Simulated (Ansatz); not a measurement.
# Cs3ICl2: complex band structure, part 2 of 2

Wanted: the relaxed cell of Cs3ICl2, its band edges and its decay constants. It is built by putting Cs for Na, I for Br in the Na3BrCl2 structure of space group P-3m1, with the volume rescaled by atomic radii. The parent structure comes from the Materials Project.

Ansatz 0.2.0; r2SCAN DFT, plane waves, PAW files (the session's first sound run).

So far. Step 2 (Relaxing the new crystal): The largest force component on a free atom ends at 0.0010 eV/Å.

The structure was built from a prototype and need not be the compound's stable phase.

## 3. The bulk crystal and its band edges

The energy window and the wavevectors of the next steps follow from the band edges, so these are searched first, off the mesh as well.

File input.yaml:

```yaml
crystal:
  lattice:
    - [5.1225042373, 0.0, 0.0]
    - [-2.5612521187, 4.4362188005, 0.0]
    - [0.0, 0.0, 12.5964228791]
  atoms:
    - { symbol: Cs, position: [0.0, 0.0, 0.5] }
    - { symbol: Cs, position: [0.3333333333, 0.6666666667, 0.1931505538] }
    - { symbol: Cs, position: [0.6666666667, 0.3333333333, 0.8068494462] }
    - { symbol: I, position: [0.0, 0.0, 0.0] }
    - { symbol: Cl, position: [0.3333333333, 0.6666666667, 0.6531950277] }
    - { symbol: Cl, position: [0.6666666667, 0.3333333333, 0.3468049723] }
kpoints:
  mp_grid: { grid: [6, 6, 2] }
  band_path: { path: [VBM, CBM], npoints: 30 }
scf:
  occupations: { method: fixed }
hamiltonian:
  xc: r2scan
output:
  eigenvalues: true
  write_potential: true
  write_density: true
  volumetric_format: npy
  elf: true
```

Command:

```
> ansatz run input.yaml --threads 2 --pin off --max-ram 4096MiB --backend cpu --events-out ev --progress --plain --runs-dir out
```

Numbers of over 12 decimals in the logs are rounded to 6 here.

The log of the run:

```text
[...]
Crystal: 6 atoms, lattice volume = 286.248 Å³
Basis set: ecut = 500 eV, 7281 PW (Γ), exchange–correlation on 160×160×384 points (64 copies of the dense FFT grid, shifted against one another)
Bands: 35, of which v1, the nominal top of the filled ones, is band 29 counted from 1 (28 counted from 0)
Symmetry: 12 space group operations
[...]
k-points: 14 of 72
[...]
SCF iter   1: F=—  HF=-26765.245700 eV  |F-HF|=—  |Δ(HF+E_count)|=         —  Δρ=2.98e-3  dr2=2.31e-2  dr2_τ=3.08e-3  ethr=1.77e-3  ⟨swp⟩=6.1  Hψ=1793  notcnv=0  defer=49
[...]
SCF iter   6: F=-26765.300679 eV  HF=-26765.300678 eV  |F-HF|=9.43e-8  |Δ(HF+E_count)|=   9.85e-7  Δρ=5.01e-6  dr2=6.84e-8  dr2_τ=3.21e-9  ethr=1.72e-10  ⟨swp⟩=16.1  Hψ=3302  notcnv=0
SCF 1 converged in 6 iterations: F = -26765.300679 eV  dr2 = 6.84e-8
[...]
NSCF: frozen V_eff on 34 k-points
[...]
SCF converged after 6 iterations
Free energy (F): -26765.300679 eV
[...]
Internal energy: -26765.300679 eV  (E = F + TS)
E sigma→0 (E₀):  -26765.300679 eV
Fermi energy:    1.805781 eV
[...]
--- Band table (eV; the first three rows and the last of 14) ---
  k-point 0: bands = [... 25 lower, 0.6313, 1.3754, 1.8058, 1.8058, 6.2270, 7.6721, 7.9698, 8.0068, ... 2 higher]
  k-point 1: bands = [... 25 lower, 0.6389, 1.3344, 1.8034, 1.8034, 6.7585, 6.8327, 7.6782, 8.2071, ... 2 higher]
  k-point 2: bands = [... 25 lower, 0.6509, 1.3872, 1.6363, 1.7717, 6.6843, 7.5550, 7.9048, 7.9978, ... 2 higher]
  k-point 13: bands = [... 25 lower, 0.6689, 1.4076, 1.4076, 1.4658, 7.8430, 7.9699, 8.0506, 8.0506, ... 2 higher]
```

It took 38 s on 2 threads of Arm Neoverse V2, shared host; peak memory 1.1 GiB; 74 s of CPU time.

This step gave:

```yaml
fermi_energy: 1.806 eV
gap_on_the_k_mesh: 4.421 eV
gap_on_path: 4.421 eV, by band count; negative where bands overlap
direct_gap_on_path: 4.421 eV
edge_places_on_path: 0, 0 1/A along the path
```

Levels at VBM (eV): -7.01, -6.90, -6.90, -6.87, -6.87, -6.87, -6.87, -6.87, -6.83, -1.50, -1.35, -1.35, -1.26, -1.17, -1.17, -0.43, 0.00, 0.00, 4.42, 5.87, 6.16, 6.20, 6.37, 6.37.

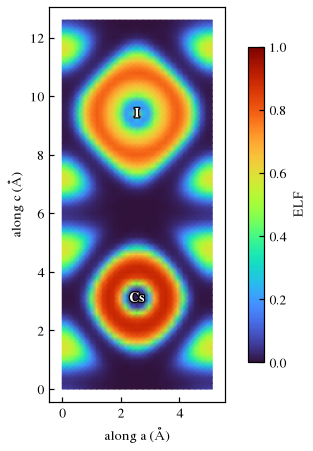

ELF in the ac plane at fractional y = 0.000, with atoms of Cs and I within 0.2 Å of it. It is the smooth field of the valence electrons, not physical close to the nuclei. The map starts off the cell's origin, so that atoms lie inside it.

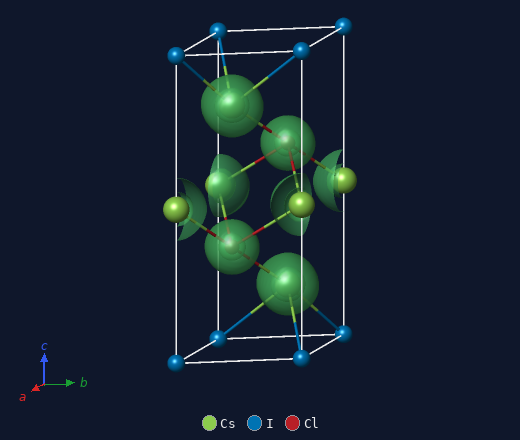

Surface of ELF = 0.82. Bonds to atoms that aren't drawn are left out.

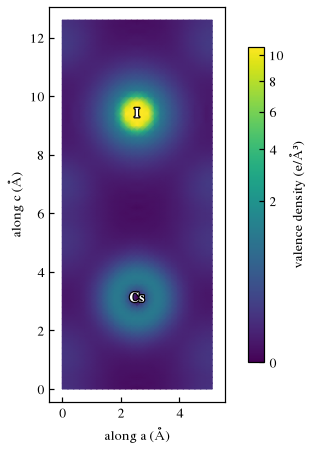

Valence density in the ac plane at fractional y = 0.000, with atoms of Cs and I within 0.2 Å of it. It is the smooth field of the valence electrons, not physical close to the nuclei. The map starts off the cell's origin, so that atoms lie inside it. The colour scale is stretched toward low values.

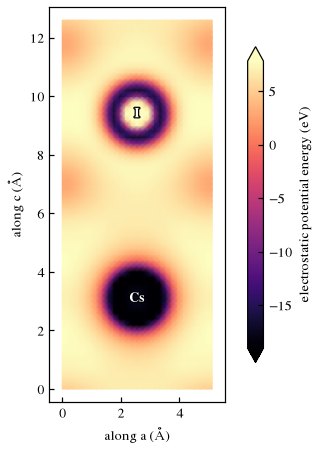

Electrostatic potential energy in the ac plane at fractional y = 0.000, with atoms of Cs and I within 0.2 Å of it. With pseudopotentials it is smooth inside the atoms' cores, unlike the true potential. The map starts off the cell's origin, so that atoms lie inside it.

The searched edges give 4.42 eV, as on the mesh.

## 4. Complex bands

This step: r2SCAN DFT, plane waves, PAW files; complex bands by layer matching along the plane's normal (Ansatz 0.2.0).

The same crystal is laid in a cell whose first two vectors span the (001) plane (indices of the standard conventional cell, whose axes can be ordered otherwise than in the bulk input). At fixed energy and wavevector in the plane the solver finds all kz, real and complex. A few wavevectors are listed, (0, 0) and (0.5, 0) in units of the plane's reciprocal vectors; the slowest state needn't be among them.

File input.yaml:

```yaml
crystal:
  lattice:
    - [5.122504237, 0.0, 0.0]
    - [2.561252119, 4.4362188, 0.0]
    - [0.0, 0.0, 12.596422879]
  atoms:
    - { symbol: Cs, position: [0.0, 0.0, 0.5] }
    - { symbol: Cs, position: [0.6666666667, 0.6666666667, 0.1931505538] }
    - { symbol: Cs, position: [0.3333333333, 0.3333333333, 0.8068494462] }
    - { symbol: I, position: [0.0, 0.0, 0.0] }
    - { symbol: Cl, position: [0.6666666667, 0.6666666667, 0.6531950277] }
    - { symbol: Cl, position: [0.3333333333, 0.3333333333, 0.3468049723] }
kpoints:
  mp_grid: { grid: [6, 6, 2] }
scf:
  occupations: { method: fixed }
hamiltonian:
  xc: r2scan
output:
  eigenvalues: true
  transmission:
    leads: [[0, 0]]
    kpoints: [[0.0, 0.0], [0.5, 0.0]]
    e_range: [-1.0, 5.42]
    de: 0.11
```

The log of the run:

```text
[...]
Crystal: 6 atoms, lattice volume = 286.248 Å³
Basis set: ecut = 500 eV, 7281 PW (Γ), exchange–correlation on 160×160×384 points (64 copies of the dense FFT grid, shifted against one another)
Bands: 35, of which v1, the nominal top of the filled ones, is band 29 counted from 1 (28 counted from 0)
Symmetry: 12 space group operations
[...]
k-points: 14 of 72
[...]
SCF iter   1: F=—  HF=-26765.245738 eV  |F-HF|=—  |Δ(HF+E_count)|=         —  Δρ=2.98e-3  dr2=2.31e-2  dr2_τ=3.08e-3  ethr=1.77e-3  ⟨swp⟩=6.1  Hψ=1793  notcnv=0  defer=49
[...]
SCF iter   6: F=-26765.300679 eV  HF=-26765.300678 eV  |F-HF|=9.41e-8  |Δ(HF+E_count)|=   9.81e-7  Δρ=5.01e-6  dr2=6.83e-8  dr2_τ=3.25e-9  ethr=1.72e-10  ⟨swp⟩=16.0  Hψ=3288  notcnv=0
SCF 1 converged in 6 iterations: F = -26765.300679 eV  dr2 = 6.83e-8
[...]
transmission: 17 of 34 steps passed
transmission: 34 of 34 steps passed
SCF converged after 6 iterations
Free energy (F): -26765.300679 eV
[...]
Internal energy: -26765.300679 eV  (E = F + TS)
E sigma→0 (E₀):  -26765.300679 eV
Fermi energy:    1.805782 eV
[...]
--- Band table (eV; the first three rows and the last of 14) ---
  k-point 0: bands = [... 25 lower, 0.6313, 1.3754, 1.8058, 1.8058, 6.2270, 7.6721, 7.9698, 8.0068, ... 2 higher]
  k-point 1: bands = [... 25 lower, 0.6389, 1.3344, 1.8034, 1.8034, 6.7585, 6.8327, 7.6782, 8.2071, ... 2 higher]
  k-point 2: bands = [... 25 lower, 0.6509, 1.3872, 1.6363, 1.7717, 6.6843, 7.5550, 7.9048, 7.9978, ... 2 higher]
  k-point 13: bands = [... 25 lower, 0.6689, 1.4076, 1.4076, 1.4658, 7.8430, 7.9699, 8.0506, 8.0506, ... 2 higher]
--- Transmission ---
  basis      : 241 plane waves across, 17 finite elements along
  points     : 2, as listed
  energies   : 59 from -1.000000 to 5.380000 eV about the Fermi level, 0.110000 eV apart; the leads are filled to 2.210628 eV, and channels, transmission and decay are at 2.190000 eV
  crystal 0  : Cs3I1Cl2, at the sites [0, 0], period 12.5964 Å: whole cells are its period
    offset         : up to 0.0000 Å between an atom of the period and one for which it stands
    channels       : 0.000000e0 a spin
    conductance    : none, the energies end too early or step too widely for 300 K: set another output.transmission.e_range or a lower de, or, where they end at an eighth of basis.ecutwfc, a higher one
    slowest decay  : 0.3954 /Å at (0.0000, 0.0000)
```

Run time: 59 s. Hardware: 2 threads; peak memory 1.6 GiB.

Numbers from this step:

| Item | Value |
| --- | --- |
| level to which the leads are filled | 2.211 eV from the Fermi level |
| decay constant at the filling level, zone centre | 0.3954 Å⁻¹ |
| decay constant at the filling level, slowest listed point | 0.3954 Å⁻¹ |

K parallel (0, 0); values up to 1.43071 1/Å, a degenerate pair printed once or twice; energies at which all values exceed this have no row. Table of Im kz of the slowest decaying states by energy, zero at the highest filled level on the SCF mesh:

```tsv
energy (eV)	decay 1 (Å⁻¹)	decay 2 (Å⁻¹)	decay 3 (Å⁻¹)	decay 4 (Å⁻¹)
-1.00	0.206	0.387	0.93	1.11
-0.01	0.211	0.324	0.888	1.05
0.98	0.412	0.615	0.837	0.982
1.97	0.404	0.657	0.776	0.900
2.96	0.344	0.651	0.702	0.803
3.95	0.211	0.610	0.614	0.686
5.05	0.468	0.515	0.539	-
```

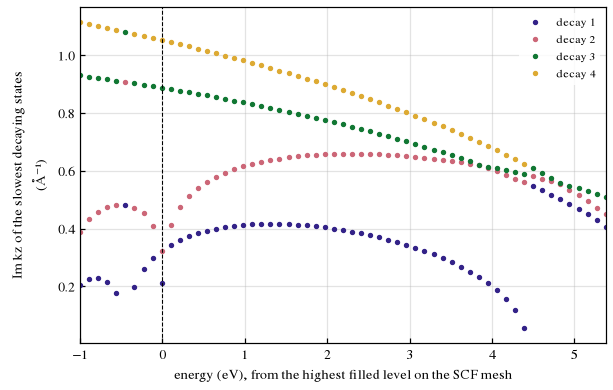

Im kz of the slowest decaying states against energy.

K parallel (0.5, 0); values up to 1.43071 1/Å, a degenerate pair printed once or twice; energies at which all values exceed this have no row. Im kz of the slowest decaying states against energy, zero at the highest filled level on the SCF mesh:

```tsv
energy (eV)	decay 1 (Å⁻¹)	decay 2 (Å⁻¹)	decay 3 (Å⁻¹)	decay 4 (Å⁻¹)
-1.000	0.225	0.342	0.366	0.902
-0.450	0.292	0.377	0.491	0.877
-0.010	0.434	0.472	0.588	0.860
0.540	0.542	0.664	0.687	0.848
0.980	0.586	0.722	0.730	0.858
1.530	0.602	0.738	0.778	0.932
1.970	0.589	0.737	0.800	0.915
2.520	0.551	0.721	0.811	0.839
2.960	0.508	0.698	0.783	0.809
3.510	0.438	0.657	0.736	0.795
3.950	0.365	0.615	0.701	0.776
4.500	0.233	0.553	0.655	0.743
5.050	0.477	0.603	0.701	0.713
```

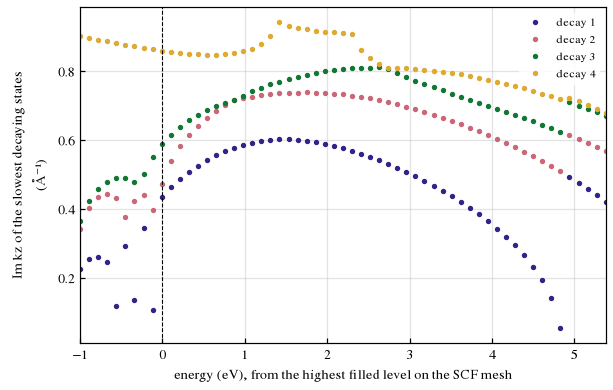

Im kz of the slowest decaying states against energy.

At the listed wavevectors the last open channel is at -0.45 eV and the next at +4.50 eV on the grid, wider than the gap, since narrow bands can fall between grid energies. At +2.19 eV, the grid energy nearest the filling level (the middle of the gap on the SCF mesh), the slowest state at the listed wavevectors decays with κ = 0.395 Å⁻¹, its amplitude falling by e over 2.5 Å. Through 1 nm of this crystal that state's transmission falls by exp(−2 × 0.395 Å⁻¹ × 10 Å) = 3.7e-4.

## 5. Decay over the two-dimensional zone

The listed points could miss the slowest state, so one energy near mid-gap is solved on a mesh of 8×8.

Changes to input.yaml since step 4:

```diff
@@ -20,6 +20,2 @@
   eigenvalues: true
-  transmission:
-    leads: [[0, 0]]
-    kpoints: [[0.0, 0.0], [0.5, 0.0]]
-    e_range: [-1.0, 5.42]
-    de: 0.11
+  transmission: { leads: [[0, 0]], kmesh: [8, 8], e_range: [2.21, 2.22], de: 0.05 }
```

The log of the run:

```text
[...]
Crystal: 6 atoms, lattice volume = 286.248 Å³
Basis set: ecut = 500 eV, 7281 PW (Γ), exchange–correlation on 160×160×384 points (64 copies of the dense FFT grid, shifted against one another)
Bands: 35, of which v1, the nominal top of the filled ones, is band 29 counted from 1 (28 counted from 0)
Symmetry: 12 space group operations
[...]
k-points: 14 of 72
[...]
SCF iter   1: F=—  HF=-26765.245738 eV  |F-HF|=—  |Δ(HF+E_count)|=         —  Δρ=2.98e-3  dr2=2.31e-2  dr2_τ=3.08e-3  ethr=1.77e-3  ⟨swp⟩=6.1  Hψ=1793  notcnv=0  defer=49
[...]
SCF iter   6: F=-26765.300679 eV  HF=-26765.300678 eV  |F-HF|=9.41e-8  |Δ(HF+E_count)|=   9.81e-7  Δρ=5.01e-6  dr2=6.83e-8  dr2_τ=3.25e-9  ethr=1.72e-10  ⟨swp⟩=16.0  Hψ=3288  notcnv=0
SCF 1 converged in 6 iterations: F = -26765.300679 eV  dr2 = 6.83e-8
[...]
transmission: 68 of 170 steps passed
transmission: 136 of 170 steps passed
transmission: 170 of 170 steps passed
SCF converged after 6 iterations
Free energy (F): -26765.300679 eV
[...]
Internal energy: -26765.300679 eV  (E = F + TS)
E sigma→0 (E₀):  -26765.300679 eV
Fermi energy:    1.805782 eV
[...]
--- Band table (eV; the first three rows and the last of 14) ---
  k-point 0: bands = [... 25 lower, 0.6313, 1.3754, 1.8058, 1.8058, 6.2270, 7.6721, 7.9698, 8.0068, ... 2 higher]
  k-point 1: bands = [... 25 lower, 0.6389, 1.3344, 1.8034, 1.8034, 6.7585, 6.8327, 7.6782, 8.2071, ... 2 higher]
  k-point 2: bands = [... 25 lower, 0.6509, 1.3872, 1.6363, 1.7717, 6.6843, 7.5550, 7.9048, 7.9978, ... 2 higher]
  k-point 13: bands = [... 25 lower, 0.6689, 1.4076, 1.4076, 1.4658, 7.8430, 7.9699, 8.0506, 8.0506, ... 2 higher]
--- Transmission ---
  basis      : 241 plane waves across, 17 finite elements along
  points     : 10, standing for a mesh of 8 x 8
  energies   : 1 from 2.210000 to 2.210000 eV about the Fermi level; the leads are filled to 2.210628 eV, and channels, transmission and decay are at 2.210000 eV
  crystal 0  : Cs3I1Cl2, at the sites [0, 0], period 12.5964 Å: whole cells are its period
[...]
channels       : 0.000000e0 a spin
    conductance    : none, crystal 0 has no channel at the energies, or these end too early or step too widely for 300 K: set another output.transmission.e_range or a lower de, or, where they end at an eighth of basis.ecutwfc, a higher one
    slowest decay  : 0.3944 /Å at (0.0000, 0.0000)
```

Wall time 39 s (2 threads); peak memory 1.7 GiB; 78 s of CPU time.

Numbers from this step:

```yaml
least_decay_constant_on_the_mesh: 0.3944 Å⁻¹
```

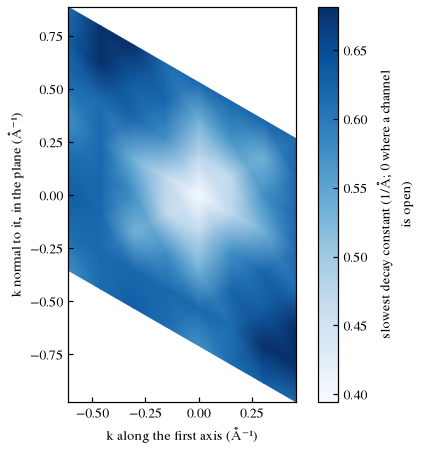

Slowest decay constant (1/Å; 0 where a channel is open) over k1 and k2. At 2.2100 eV from the Fermi level.

The least value on the mesh is 0.394 Å⁻¹ at +2.21 eV. At that energy the listed points give about 0.394 Å⁻¹ by interpolation, so the mesh holds no clearly slower state.

## 6. A check of the settings

This step: r2SCAN DFT, plane waves, PAW files; complex bands by layer matching along the plane's normal; changed: output.transmission.e_range = [-1, 1], output.transmission.de = 0.035 (Ansatz 0.2.0).

This run repeats an earlier one, its twin (the complex run, plane (001)), with two settings changed (output.transmission.e_range, output.transmission.de; files written aside). It is meant to test what the energy window and step decide. Where the input is shown as a difference, that is against the step before, not the twin.

Changes to input.yaml since step 5:

```diff
@@ -20,2 +20,6 @@
   eigenvalues: true
-  transmission: { leads: [[0, 0]], kmesh: [8, 8], e_range: [2.21, 2.22], de: 0.05 }
+  transmission:
+    leads: [[0, 0]]
+    kpoints: [[0.0, 0.0], [0.5, 0.0]]
+    e_range: [-1, 1]
+    de: 0.035
```

The log of the run:

```text
[...]
Crystal: 6 atoms, lattice volume = 286.248 Å³
Basis set: ecut = 500 eV, 7281 PW (Γ), exchange–correlation on 160×160×384 points (64 copies of the dense FFT grid, shifted against one another)
Bands: 35, of which v1, the nominal top of the filled ones, is band 29 counted from 1 (28 counted from 0)
Symmetry: 12 space group operations
[...]
k-points: 14 of 72
[...]
SCF iter   1: F=—  HF=-26765.245738 eV  |F-HF|=—  |Δ(HF+E_count)|=         —  Δρ=2.98e-3  dr2=2.31e-2  dr2_τ=3.08e-3  ethr=1.77e-3  ⟨swp⟩=6.1  Hψ=1793  notcnv=0  defer=49
[...]
SCF iter   6: F=-26765.300679 eV  HF=-26765.300678 eV  |F-HF|=9.41e-8  |Δ(HF+E_count)|=   9.81e-7  Δρ=5.01e-6  dr2=6.83e-8  dr2_τ=3.25e-9  ethr=1.72e-10  ⟨swp⟩=16.0  Hψ=3288  notcnv=0
SCF 1 converged in 6 iterations: F = -26765.300679 eV  dr2 = 6.83e-8
[...]
transmission: 17 of 34 steps passed
transmission: 34 of 34 steps passed
SCF converged after 6 iterations
Free energy (F): -26765.300679 eV
[...]
Internal energy: -26765.300679 eV  (E = F + TS)
E sigma→0 (E₀):  -26765.300679 eV
Fermi energy:    1.805782 eV
[...]
--- Band table (eV; the first three rows and the last of 14) ---
  k-point 0: bands = [... 25 lower, 0.6313, 1.3754, 1.8058, 1.8058, 6.2270, 7.6721, 7.9698, 8.0068, ... 2 higher]
  k-point 1: bands = [... 25 lower, 0.6389, 1.3344, 1.8034, 1.8034, 6.7585, 6.8327, 7.6782, 8.2071, ... 2 higher]
  k-point 2: bands = [... 25 lower, 0.6509, 1.3872, 1.6363, 1.7717, 6.6843, 7.5550, 7.9048, 7.9978, ... 2 higher]
  k-point 13: bands = [... 25 lower, 0.6689, 1.4076, 1.4076, 1.4658, 7.8430, 7.9699, 8.0506, 8.0506, ... 2 higher]
--- Transmission ---
  basis      : 241 plane waves across, 17 finite elements along
  points     : 2, as listed
[...]
crystal 0  : Cs3I1Cl2, at the sites [0, 0], period 12.5964 Å: whole cells are its period
[...]
channels       : 0.000000e0 a spin
[...]
slowest decay  : 0.4128 /Å at (0.0000, 0.0000)
```

Wall time 54 s (2 threads); peak memory 1.5 GiB.

K parallel (0, 0); values up to 1.43071 1/Å, a degenerate pair printed once or twice; energies at which all values exceed this have no row. Table of Im kz of the slowest decaying states by energy, zero at the highest filled level on the SCF mesh:

```tsv
energy (eV)	decay 1 (Å⁻¹)	decay 2 (Å⁻¹)	decay 3 (Å⁻¹)	decay 4 (Å⁻¹)
-1.0000	0.206	0.387	0.93	1.11
-0.7550	0.228	0.463	0.921	1.10
-0.5100	0.131	0.482	0.910	1.09
-0.2650	0.244	0.461	0.900	1.07
0.0150	0.262	0.329	0.887	1.05
0.2600	0.367	0.495	0.875	1.04
0.5050	0.390	0.556	0.863	1.02
0.7500	0.405	0.592	0.850	1.000
```

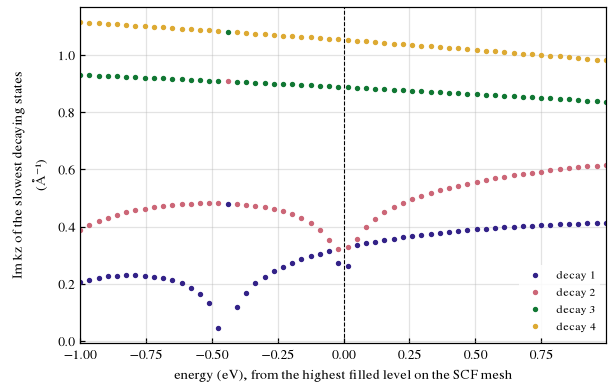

Im kz of the slowest decaying states, plotted against energy.

K parallel (0.5, 0); values up to 1.43071 1/Å, a degenerate pair printed once or twice; energies at which all values exceed this have no row. Table of Im kz of the slowest decaying states by energy, zero at the highest filled level on the SCF mesh:

```tsv
energy (eV)	decay 1 (Å⁻¹)	decay 2 (Å⁻¹)	decay 3 (Å⁻¹)	decay 4 (Å⁻¹)
-1.000	0.225	0.342	0.366	0.902
-0.790	0.262	0.433	0.455	0.892
-0.615	0.217	0.442	0.485	0.884
-0.405	0.321	0.350	0.488	0.875
-0.195	0.364	0.415	0.520	0.867
0.015	0.441	0.491	0.595	0.859
0.190	0.483	0.576	0.635	0.854
0.400	0.522	0.635	0.670	0.850
0.610	0.551	0.677	0.695	0.848
0.785	0.570	0.705	0.710	0.850
```

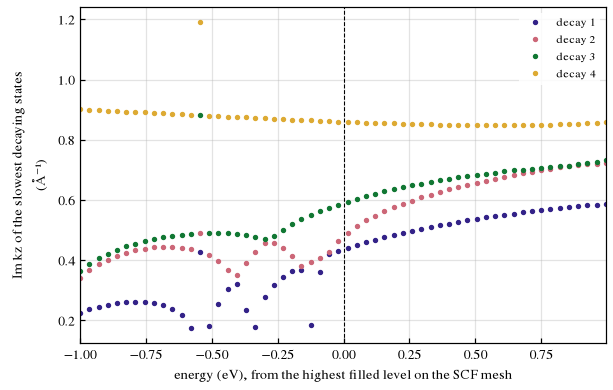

Im kz of the slowest decaying states, plotted against energy.

## 7. What came out

```json
{"band gap": "4.42 eV", "least decay constant at mid-gap, normal to (001)": "0.395 Å⁻¹", "least decay constant on a mesh, normal to (001)": "0.394 Å⁻¹"}
```

What this shows: With r2SCAN, the slowest decay at the wavevectors tried is κ = 0.395 Å⁻¹, normal to (001). Through such a film the transmission near mid-gap falls as exp(−2κd), a factor of ten every 2.9 Å. A free electron under a barrier of half the gap would need a mass of 0.27 mₑ to decay at this rate. The compound is made up by substitution; its stability against other phases and against distortions of the cell's symmetry was not tested. r2SCAN still narrows gaps, if less than LDA and GGA do, while spin-orbit coupling, left out here, narrows them in compounds of heavy elements, so the error in κ can go either way.

[Logs are printed without paths, hosts, clocks, repeated set-up lines and the standing remarks that a program may print on its own settings, such as how far it seeks lower states.]

[Hosts, paths, dates, database ids (printed as entryN), source tags and the programs' standing remarks are cut or masked in the printed files.]

[New means built here by substitution; the compound itself may be known and measured.]
